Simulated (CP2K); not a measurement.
**PM3 run of C2H7Al (SMILES [CH3][AlH][CH3])**

Aim: the energy change on altering one bond length of C2H7Al at PM3, from 2 runs. 

The calculation is run with CP2K 2026.2.

4 further runs of the same task are left out: 4 set aside as unsound or not needed.

### 1 The system as given

C2H7Al has 10 atoms, charge 0, and is taken as a singlet. As SMILES, `[CH3][AlH][CH3]`. Geometry: relaxed at PBE0-D4/def2-TZVP.

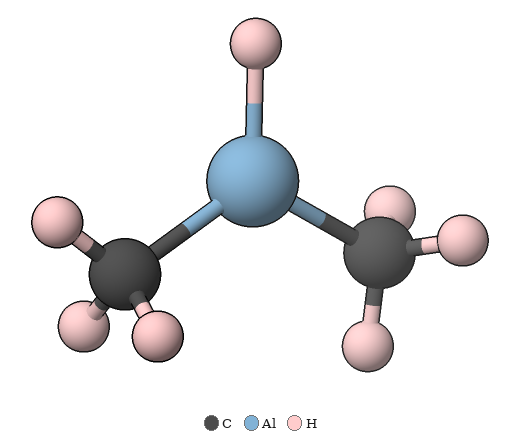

Viewed from a chosen angle; carbon dark grey, aluminium light blue, hydrogen pink.

### 2 Energy and gradient at PM3

molecule.xyz reads:

```xyz
10

C     -1.219100     0.923600    -0.783300
Al     0.496800     0.021800    -0.536400
C      0.903900    -0.949000     1.109700
H     -2.054000     0.233200    -0.621200
H     -1.337000     1.368500    -1.773800
H     -1.340300     1.723700    -0.043600
H      1.605700     0.078800    -1.681200
H      0.069000    -0.980000     1.814000
H      1.201900    -1.980900     0.894300
H      1.756300    -0.490900     1.624500
```

qs.inp reads:

```
&GLOBAL
  PROJECT_NAME qs
  RUN_TYPE ENERGY_FORCE
  PRINT_LEVEL MEDIUM
&END GLOBAL

&FORCE_EVAL
  METHOD QUICKSTEP
  &DFT
    &QS
      METHOD PM3
      EPS_DEFAULT 1.0E-10
      &SE
        &COULOMB
          CUTOFF [angstrom] 50
          RC_RANGE [angstrom] 0
        &END COULOMB
        &EXCHANGE
          CUTOFF [angstrom] 50
          RC_RANGE [angstrom] 0
        &END EXCHANGE
      &END SE
    &END QS
    &POISSON
      PERIODIC NONE
      POISSON_SOLVER ANALYTIC
    &END POISSON
    &SCF
      SCF_GUESS ATOMIC
      EPS_SCF 1.0E-06
      MAX_SCF 100
      ADDED_MOS 8
      &DIAGONALIZATION
        ALGORITHM STANDARD
      &END DIAGONALIZATION
      &MIXING
        METHOD DIRECT_P_MIXING
        ALPHA 0.4
      &END MIXING
    &END SCF
    &PRINT
      &MOMENTS
        PERIODIC F
        REFERENCE COM
        MAX_MOMENT 1
      &END MOMENTS
      &MO ON
        ENERGIES T
        OCCUPATION_NUMBERS T
        NDIGITS 6
        &EACH
          QS_SCF 0
        &END EACH
        ADD_LAST NUMERIC
      &END MO
      &HIRSHFELD OFF
      &END HIRSHFELD
    &END PRINT
  &END DFT
  &SUBSYS
    &CELL
      ABC 19.8 19.7 19.6
      PERIODIC NONE
    &END CELL
    &TOPOLOGY
      COORD_FILE_NAME molecule.xyz
      COORD_FILE_FORMAT XYZ
      &CENTER_COORDINATES
      &END CENTER_COORDINATES
    &END TOPOLOGY
  &END SUBSYS
  &PRINT
    &FORCES ON
    &END FORCES
  &END PRINT
&END FORCE_EVAL
```

Launch:

```
$ OMP_NUM_THREADS=1 cp2k.psmp qs.inp > qs.out
```

The program printed:

```text
CP2K| version string:                                       CP2K version 2026.2
[...]
 GLOBAL| Method name                                                        CP2K
[...]
 GLOBAL| Run type                                                   ENERGY_FORCE
[...]
                             - Atoms:                                         10
[...]
                             - Spherical basis functions:                     19
[...]
 Number of electrons:                                                         18
[...]
     1 P_Mix/Diag. 0.40E+00    0.0     0.84024590        -9.6348301186 -9.63E+00
[...]
    18 DIIS/Diag.  0.72E-07    0.0     0.00000035       -14.4708779745 -1.20E-12
  *** SCF run converged in    18 steps ***
  Core-core repulsion energy [eV]:                            755.69667593594500
  Core Hamiltonian energy [eV]:                              -567.22431380775572
  Two-electron integral energy [eV]:                        -1164.48995486839272
  Electronic energy [eV]:                                   -1149.46929124195231
  Total energy [eV]:                                         -393.77261530600720
  Atomic reference energy [eV]:                               394.92133340606716
  Heat of formation [kcal/mol]:                                26.49007079060451
[...]
 SE_DIPOLE| Moment [Debye]          0.25184016       0.02245969      -0.34435516
 SE_DIPOLE| Derivative [a.u.]       0.00000000       0.00000000       0.00000000
 ENERGY| Total FORCE_EVAL ( QS ) energy [hartree]            -14.470877974518519
 FORCES| Atomic forces [hartree/bohr]
 FORCES|   Atom     x               y               z               |f|
 FORCES|      1  1.06412925E-02 -5.20187765E-03  1.33885619E-03   1.19201163E-02
 FORCES|      2 -6.09344307E-03 -3.01023217E-04  6.62691891E-03   9.00759222E-03
 FORCES|      3 -9.91661026E-04  5.54927444E-03 -1.02660439E-02   1.17119382E-02
 FORCES|      4  3.97376465E-03 -9.38541080E-04 -8.20299688E-04   4.16467963E-03
 FORCES|      5  2.43529224E-03 -2.46026452E-03  2.67566060E-03   4.37523822E-03
 FORCES|      6  3.35368950E-03 -1.75770793E-03 -8.97641962E-04   3.89134058E-03
 FORCES|      7 -1.04408932E-02 -4.81721557E-04  1.06317881E-02   1.49090316E-02
 FORCES|      8  1.32834171E-03  1.63029014E-03 -4.71383472E-03   5.16164464E-03
 FORCES|      9 -2.11743164E-03  2.35514627E-03 -2.11467247E-03   3.80815840E-03
 FORCES|     10 -2.08895168E-03  1.60642510E-03 -2.46073096E-03   3.60548438E-03
 FORCES| Sum    -2.22044605E-16 -9.36750677E-17  1.83880688E-16
 FORCES| Total atomic force                                       3.03135172E-16
[...]
```

Wall time 0.46 s (1 thread of Arm Neoverse N1, shared host); peak memory 0.14 GiB.

### 3 The distorted shape

molecule.xyz reads:

```xyz
10

C     -0.718162     1.337838    -0.880560
Al     0.997738     0.436038    -0.633660
C      1.404838    -0.534762     1.012440
H     -2.054000     0.233200    -0.621200
H     -0.836062     1.782738    -1.871060
H     -0.839362     2.137938    -0.140860
H      2.106638     0.493038    -1.778460
H      0.569938    -0.565762     1.716740
H      1.702838    -1.566662     0.797040
H      2.257238    -0.076662     1.527240
```

molecule.inp reads:

```
&global
    project molecule
    run_type ENERGY_FORCE
    print_level MEDIUM
&end

&force_eval
    method QS
    &dft
        charge 0
        multiplicity 1
        &qs
            method PM3
            eps_default 1.0E-10
            &se
                &coulomb
                    cutoff [angstrom] 50
                    rc_range [angstrom] 0
                &end
                &exchange
                    cutoff [angstrom] 50
                    rc_range [angstrom] 0
                &end
            &end
        &end
        &poisson
            periodic NONE
            poisson_solver ANALYTIC
        &end
        &scf
            scf_guess ATOMIC
            eps_scf 1.0E-06
            max_scf 100
            added_mos 8
            &diagonalization
                algorithm STANDARD
            &end
            &mixing
                method DIRECT_P_MIXING
                alpha 0.4
            &end
        &end
        &print
            &moments
                periodic F
                reference COM
                max_moment 1
            &end
            &mo ON
                energies T
                occupation_numbers T
                ndigits 6
                &each
                    qs_scf 0
                &end
                add_last NUMERIC
            &end
            &hirshfeld OFF
            &end
        &end
    &end
    &subsys
        &cell
            abc [angstrom] 20.3 19.7 19.6
            periodic NONE
        &end
        &topology
            coord_file_name molecule.xyz
            coord_file_format XYZ
            &center_coordinates
            &end
        &end
    &end
    &print
        &forces ON
        &end
    &end
&end
```

Launch:

```
$ OMP_NUM_THREADS=1 cp2k.psmp molecule.inp > molecule.out
```

The program printed:

```text
CP2K| version string:                                       CP2K version 2026.2
[...]
 GLOBAL| Method name                                                        CP2K
[...]
 GLOBAL| Run type                                                   ENERGY_FORCE
[...]
                             - Atoms:                                         10
[...]
                             - Spherical basis functions:                     19
[...]
 Number of electrons:                                                         18
[...]
     1 P_Mix/Diag. 0.40E+00    0.0     0.84048451        -9.7487360565 -9.75E+00
[...]
    18 DIIS/Diag.  0.16E-06    0.0     0.00000057       -14.3631211554 -3.28E-12
  *** SCF run converged in    18 steps ***
  Core-core repulsion energy [eV]:                            737.14877569762120
  Core Hamiltonian energy [eV]:                              -561.63515466454896
  Two-electron integral energy [eV]:                        -1132.70804834421187
  Electronic energy [eV]:                                   -1127.98917883665490
  Total energy [eV]:                                         -390.84040313903375
  Atomic reference energy [eV]:                               394.92133340606716
  Heat of formation [kcal/mol]:                                94.10849507776635
[...]
 SE_DIPOLE| Moment [Debye]          0.19069816      -0.20012599      -0.28993736
 SE_DIPOLE| Derivative [a.u.]       0.00000000       0.00000000       0.00000000
 ENERGY| Total FORCE_EVAL ( QS ) energy [hartree]            -14.363121155445107
 FORCES| Atomic forces [hartree/bohr]
 FORCES|   Atom     x               y               z               |f|
 FORCES|      1 -5.38821544E-02 -6.28556175E-02  1.52645979E-02   8.41850531E-02
 FORCES|      2 -1.43936697E-02 -2.61732276E-03  7.14959924E-03   1.62832698E-02
 FORCES|      3 -4.63974748E-04  5.91568855E-03 -1.00350623E-02   1.16581782E-02
 FORCES|      4  8.99885414E-02  7.04976993E-02 -1.71478958E-02   1.15593743E-01
 FORCES|      5 -3.68495321E-03 -7.48466934E-03  4.27057990E-03   9.37213999E-03
 FORCES|      6 -3.76208236E-03 -8.13459239E-03 -5.30520392E-04   8.97810163E-03
 FORCES|      7 -1.08419103E-02 -7.86761329E-04  1.02963561E-02   1.49726739E-02
 FORCES|      8  1.26161510E-03  1.64300282E-03 -4.78041188E-03   5.20993941E-03
 FORCES|      9 -2.14894695E-03  2.35351308E-03 -2.13520942E-03   3.83615902E-03
 FORCES|     10 -2.07246485E-03  1.46905958E-03 -2.35203345E-03   3.46198035E-03
 FORCES| Sum    -2.91433544E-16  3.92047506E-16  3.50414142E-16
 FORCES| Total atomic force                                       6.01186184E-16
[...]
```

It took 0.47 s on 1 thread of Arm Neoverse N1, shared host; peak memory 0.14 GiB.

### 4 Summary of results

At PM3:

| quantity | value |
| --- | --- |
| first shape: total energy | -14.47088 Eh |
| first shape: dipole moment | 0.43 D |
| first shape: HOMO energy | -10.43 eV |
| first shape: LUMO energy | -1.71 eV |
| first shape: HOMO–LUMO gap | 8.72 eV |
| first shape: heat of formation at this unrelaxed shape | 26.5 kcal/mol |
| first shape: largest force on an atom | 0.767 eV/Å |
| distorted shape: total energy | -14.36312 Eh |
| distorted shape: dipole moment | 0.40 D |
| distorted shape: HOMO energy | -10.08 eV |
| distorted shape: LUMO energy | -1.78 eV |
| distorted shape: HOMO–LUMO gap | 8.30 eV |
| distorted shape: heat of formation at this unrelaxed shape | 94.1 kcal/mol |
| distorted shape: largest force on an atom | 5.944 eV/Å |
| energy change with the C1–H4 bond stretched from 1.095 to 1.753 Å | 2.932 eV |

One bond (distorted shape) is far stretched, which a spin-restricted single reference describes badly. With the C1–H4 bond stretched from 1.095 to 1.753 Å the energy rises by 2.93 eV (283 kJ/mol). The first shape isn't relaxed at this level, so the change isn't measured from a minimum. A restricted reference can't describe the breaking bond well at this length. The largest force (first shape) is 0.77 eV/Å: the shape isn't a stationary point for this species at this level.
